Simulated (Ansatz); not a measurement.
## Ge (diamond structure), cut as (100) film, 15 layers, 2x1 monohydride

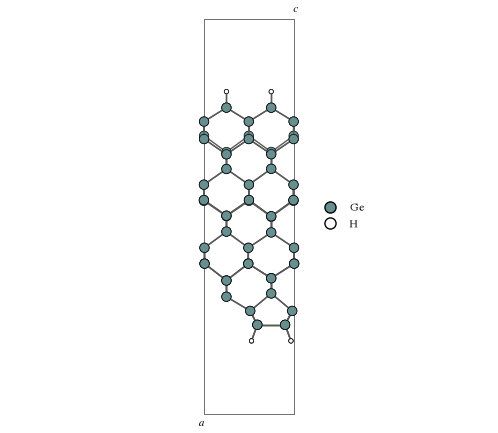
Fig. 1. Relaxed structure, one periodic cell

Calculation: PBE (plane waves to 420 eV, PAW; Ansatz, a program for electronic structure).

change of bonding against the cut: none
number of neighbours within 2.979 Å (ending not counted): 3 for 8 atoms, 4 for 52 atoms
mean Ge-Ge distance (least to greatest): 2.493 Å (2.463 to 2.523)
